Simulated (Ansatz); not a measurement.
## Geometry relaxation, with input and output: C2H8Si (part 2 of 2)

The same run, continued: C2H8Si; RKS PBE/def2-SVP (Ansatz 0.2.0). It belongs to a series of runs on one base structure; here: end point B relaxed.

Geometry of the input (Å):
```
Si -1.7560  1.6787  0.9720
C  0.3632  0.0798  -0.7517
C  0.5131  -1.3738  -0.3019
H  -0.6565  0.2872  -1.0877
H  -0.6366  2.7237  1.2003
H  -1.1385  0.7541  2.0503
H  0.6296  0.7903  0.0671
H  1.0260  0.3354  -1.6046
H  1.5646  -1.6136  -0.0436
H  0.1939  -2.0796  -1.0961
H  -0.1027  -1.5823  0.5958
```

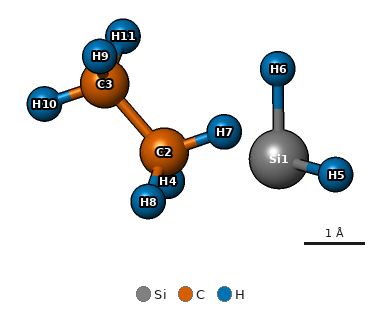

Fig. 1: The geometry at step 4 of the log (ball-and-stick view, seen at a tilt; atoms are numbered from 1 in the order of the input).

### Output, continued
```
relax step   8: F+E_penalty+E_count = -10068.43377153 eV  Δ(F+E_penalty+E_count) = -2.813e-3 eV  max|allowed force component| = 6.133e-2 eV/Å  Δτ_max = 0.0382 Å  (28 SCF iters, accepted)
these checks for a lower state are left out or cut short: starts, cluster_reference, orbital_swaps, neighbouring_geometries, increment
976 factors; their error is unknown
mean field -10068.43399048 eV, -370.0081245206 hartree, gradient 1.2e-5 eV, S^2 0.000000; 0 other end points of the search recorded, 0 dependent functions left out
the calculation of the forces begins
reference -10068.43402662 eV, -370.0081258485 hartree; 17, 17 occupied and 69, 69 virtual orbitals, 976 factors
relax step   9: F+E_penalty+E_count = -10068.43399048 eV  Δ(F+E_penalty+E_count) = -2.189e-4 eV  max|allowed force component| = 2.974e-2 eV/Å  Δτ_max = 0.0054 Å  (23 SCF iters, accepted)
976 factors; their error is unknown
mean field -10068.43399048 eV, -370.0081245206 hartree, gradient 1.3e-5 eV, S^2 0.000000; 1 other end points of the search recorded, 0 dependent functions left out
the calculation of the forces begins
reference -10068.43402662 eV, -370.0081258485 hartree; 17, 17 occupied and 69, 69 virtual orbitals, 976 factors
Total energy: -10068.43402662 eV, -370.0081258485 hartree
Atom 0 at    -1.760273     1.484828     0.616367 Å, force     0.002081    -0.000985     0.002675 eV/Å
Atom 1 at     0.458000     0.148323    -0.503162 Å, force     0.009493     0.029737    -0.002736 eV/Å
Atom 2 at     0.497106    -1.356435    -0.290992 Å, force    -0.006254    -0.016048     0.010652 eV/Å
Atom 3 at    -0.638022     0.495782    -0.585241 Å, force    -0.001818    -0.009478    -0.007230 eV/Å
Atom 4 at    -0.711350     2.602954     0.813334 Å, force    -0.002804    -0.000341    -0.000132 eV/Å
Atom 5 at    -1.236758     0.701013     1.841876 Å, force     0.000995     0.003417    -0.002374 eV/Å
Atom 6 at     0.976017     0.715031     0.291244 Å, force     0.001023    -0.003263     0.000035 eV/Å
Atom 7 at     0.865592     0.469422    -1.483433 Å, force    -0.001877     0.003524     0.003246 eV/Å
Atom 8 at     1.545232    -1.720238    -0.307242 Å, force     0.002526    -0.000712    -0.000713 eV/Å
Atom 9 at    -0.056934    -1.901827    -1.080758 Å, force    -0.005606    -0.001125    -0.002884 eV/Å
Atom 10 at     0.061490    -1.638853     0.687906 Å, force     0.002239    -0.004727    -0.000539 eV/Å
Dipole moment:     0.331464    -0.211277    -0.119905 e Å
```

### Trajectory as extended XYZ (Å, eV, eV/Å), 9 frames, from step=1 to step=9
```
11
Properties=species:S:1:pos:R:3:forces:R:3 step=1 energy=-10068.29301
Si   -1.7560    1.6787    0.9720    0.0950  -0.0672  -0.0918
C     0.3632    0.0798   -0.7517    0.5543  -0.1047   0.3145
C     0.5131   -1.3738   -0.3019    0.0090   0.0337  -0.0029
H    -0.6565    0.2872   -1.0877   -0.6730   0.1465  -0.2048
H    -0.6366    2.7237    1.2003    0.0126   0.0094  -0.0069
H    -1.1385    0.7541    2.0503   -0.0042  -0.0071  -0.0015
H     0.6296    0.7903    0.0671    0.0193  -0.0320  -0.0167
H     1.0260    0.3354   -1.6046   -0.0172   0.0253   0.0045
H     1.5646   -1.6136   -0.0436   -0.0024   0.0057   0.0011
H     0.1939   -2.0796   -1.0961    0.0194   0.0112   0.0047
H    -0.1027   -1.5823    0.5958   -0.0128  -0.0207  -0.0002
11
Properties=species:S:1:pos:R:3:forces:R:3 step=2 energy=-10068.34403
Si   -1.6477    1.5918    0.8363    0.0547  -0.0500  -0.0506
C     0.3115    0.1142   -0.6822    0.3152  -0.1407   0.1392
C     0.4963   -1.3501   -0.2794   -0.0730   0.0090   0.0149
H    -0.7290    0.3182   -1.0064   -0.2989   0.0305  -0.1181
H    -0.5488    2.6541    1.0889    0.0181  -0.0097  -0.0155
H    -1.0591    0.6780    1.9402   -0.0225   0.0124  -0.0007
H     0.5815    0.8028    0.1532    0.0729  -0.0027   0.0258
H     0.9604    0.4074   -1.5349   -0.0875   0.0694   0.0218
H     1.5523   -1.5712   -0.0219   -0.0061   0.0378   0.0020
H     0.2040   -2.0379   -1.0999    0.0085   0.0391   0.0142
H    -0.1212   -1.6073    0.6059    0.0188   0.0049  -0.0331
11
Properties=species:S:1:pos:R:3:forces:R:3 step=3 energy=-10068.35444
Si   -1.5642    1.5066    0.6838   -0.1244   0.1304   0.1648
C     0.2790    0.1471   -0.5979    0.4966  -0.0834   0.1684
C     0.4853   -1.3310   -0.2628   -0.0963   0.0210  -0.0648
H    -0.7944    0.3560   -0.8673   -0.0712  -0.0128  -0.0766
H    -0.4577    2.5615    0.9431   -0.0284  -0.0179  -0.0392
H    -1.0465    0.6281    1.8502   -0.0483   0.0092  -0.0318
H     0.6074    0.7996    0.2511   -0.0061  -0.1204  -0.1617
H     0.8654    0.4935   -1.4781   -0.1512  -0.0067   0.0550
H     1.5494   -1.5423   -0.0322   -0.0063   0.0276  -0.0031
H     0.1906   -1.9843   -1.1101    0.0050   0.0199   0.0290
H    -0.1142   -1.6350    0.6201    0.0306   0.0331  -0.0399
11
Properties=species:S:1:pos:R:3:forces:R:3 step=4 energy=-10068.37881
Si   -1.6149    1.5488    0.7057   -0.1670   0.0435  -0.0957
C     0.3098    0.1369   -0.5870    0.3317  -0.0246   0.1541
C     0.4989   -1.3469   -0.2762   -0.0638   0.0277  -0.0620
H    -0.7726    0.3612   -0.8236   -0.0616   0.0553   0.0416
H    -0.4950    2.5892    0.9308    0.0346  -0.0044   0.0156
H    -1.1172    0.6617    1.8635    0.0432  -0.0230   0.0565
H     0.6758    0.7760    0.2508   -0.0478  -0.0846  -0.0998
H     0.8608    0.4828   -1.4868   -0.0811  -0.0205  -0.0156
H     1.5666   -1.5772   -0.0813   -0.0162   0.0134  -0.0092
H     0.1646   -1.9863   -1.1190    0.0098   0.0107   0.0284
H    -0.0767   -1.6462    0.6230    0.0183   0.0065  -0.0139
11
Properties=species:S:1:pos:R:3:forces:R:3 step=5 energy=-10068.41130
Si   -1.7317    1.5862    0.6660    0.1251  -0.0838  -0.0732
C     0.3791    0.1362   -0.5314    0.2110   0.1170  -0.0666
C     0.5158   -1.3661   -0.2932   -0.0292  -0.0094  -0.0742
H    -0.7319    0.4184   -0.6473    0.1530   0.0373   0.1212
H    -0.5624    2.5773    0.8708   -0.0476   0.0465  -0.0166
H    -1.2264    0.7112    1.8340   -0.0457  -0.0207   0.0491
H     0.8647    0.7315    0.2746   -0.1844  -0.1089  -0.1639
H     0.8180    0.4796   -1.4987   -0.1149  -0.0901   0.1637
H     1.5902   -1.6484   -0.1920   -0.1898   0.0482  -0.0395
H     0.0826   -1.9637   -1.1282    0.0716   0.0962   0.1560
H     0.0019   -1.6624    0.6452    0.0511  -0.0322  -0.0562
11
Properties=species:S:1:pos:R:3:forces:R:3 step=6 energy=-10068.41516
Si   -1.7557    1.5550    0.6275   -0.0430  -0.0591  -0.1258
C     0.4364    0.1450   -0.5032    0.1184   0.0625  -0.1282
C     0.5153   -1.3668   -0.2968    0.0160  -0.0116  -0.0539
H    -0.6789    0.4768   -0.5357    0.2563  -0.0718  -0.0047
H    -0.6264    2.5906    0.8137    0.0037  -0.0114   0.1090
H    -1.3316    0.6976    1.8412    0.0824   0.0771   0.0333
H     0.9998    0.7108    0.2724   -0.2305  -0.0964  -0.1734
H     0.8014    0.4751   -1.5079   -0.1084  -0.0726   0.2719
H     1.5838   -1.6967   -0.2737   -0.2688   0.0746  -0.0270
H     0.0014   -1.9329   -1.1108    0.1086   0.1398   0.2095
H     0.0546   -1.6545    0.6732    0.0653  -0.0311  -0.1106
11
Properties=species:S:1:pos:R:3:forces:R:3 step=7 energy=-10068.43096
Si   -1.7560    1.5084    0.6156   -0.0049   0.0012  -0.0161
C     0.4599    0.1454   -0.5155   -0.2476  -0.0474   0.1025
C     0.5003   -1.3599   -0.2884    0.1253   0.0262  -0.1089
H    -0.6407    0.4831   -0.5792   -0.0064   0.0143  -0.0218
H    -0.6845    2.5981    0.8438    0.0015   0.0111  -0.0135
H    -1.2710    0.7072    1.8443    0.0137  -0.0220   0.0038
H     0.9696    0.7224    0.2740    0.0935   0.0131   0.0269
H     0.8454    0.4666   -1.5029    0.0549  -0.0176  -0.0129
H     1.5538   -1.7095   -0.2917   -0.0107  -0.0388  -0.0007
H    -0.0358   -1.9138   -1.0857   -0.0010   0.0138   0.0260
H     0.0592   -1.6480    0.6857   -0.0183   0.0460   0.0148
11
Properties=species:S:1:pos:R:3:forces:R:3 step=8 energy=-10068.43377
Si   -1.7602    1.4872    0.6154    0.0058  -0.0060   0.0129
C     0.4561    0.1477   -0.5026    0.0369   0.0613  -0.0247
C     0.4975   -1.3562   -0.2909   -0.0207  -0.0320   0.0262
H    -0.6398    0.4966   -0.5813   -0.0015  -0.0206  -0.0213
H    -0.7085    2.6023    0.8144   -0.0030   0.0016  -0.0003
H    -1.2352    0.6982    1.8374   -0.0064   0.0084  -0.0019
H     0.9758    0.7146    0.2906    0.0014  -0.0043  -0.0016
H     0.8624    0.4682   -1.4841   -0.0119   0.0062   0.0173
H     1.5463   -1.7183   -0.3044   -0.0003   0.0017   0.0006
H    -0.0536   -1.9027   -1.0820   -0.0077  -0.0021  -0.0013
H     0.0594   -1.6378    0.6873    0.0075  -0.0142  -0.0059
11
Properties=species:S:1:pos:R:3:forces:R:3 step=9 energy=-10068.43399
Si   -1.7603    1.4848    0.6164    0.0021  -0.0010   0.0027
C     0.4580    0.1483   -0.5032    0.0095   0.0297  -0.0027
C     0.4971   -1.3564   -0.2910   -0.0063  -0.0160   0.0107
H    -0.6380    0.4958   -0.5852   -0.0018  -0.0095  -0.0072
H    -0.7114    2.6030    0.8133   -0.0028  -0.0003  -0.0001
H    -1.2368    0.7010    1.8419    0.0010   0.0034  -0.0024
H     0.9760    0.7150    0.2912    0.0010  -0.0033   0.0000
H     0.8656    0.4694   -1.4834   -0.0019   0.0035   0.0032
H     1.5452   -1.7202   -0.3072    0.0025  -0.0007  -0.0007
H    -0.0569   -1.9018   -1.0808   -0.0056  -0.0011  -0.0029
H     0.0615   -1.6389    0.6879    0.0022  -0.0047  -0.0005
```

### Results in brief

- outcome: converged
- total energy: −10068.4340 eV
- mean-field energy: −10068.4340 eV
- largest force (length of the vector) at the end: 0.031 eV/Å
- hardware: 2 threads of Arm Neoverse V1, 24 GiB of memory available, shared host
- wall time: 13 s (CPU time 24 s)
- peak memory: 0.11 GiB
